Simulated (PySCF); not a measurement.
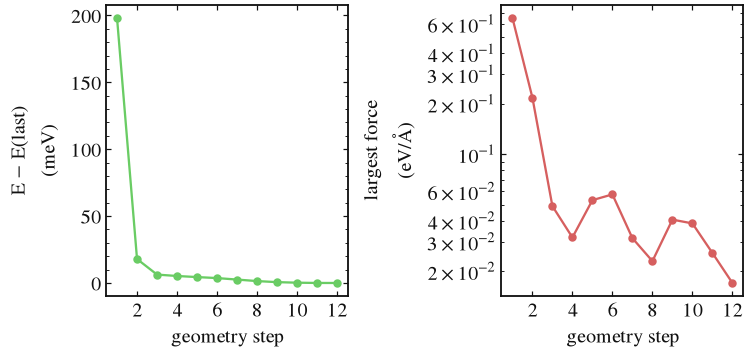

History of a geometry optimisation.

AsGeH₁₀NSi₂ (SMILES [SiH3][N]([SiH3])[GeH2][AsH2]); PBE0-D3(BJ)/def2-SVP, geometry optimisation in PySCF.

> How did it end, and what did it gain?

The optimisation met its thresholds at geometry 12, counting the start as the first. The energy fell by about 200 meV from the first step to the last. The largest force goes from about 0.65 eV/Å at the start to 0.017 eV/Å at the end.
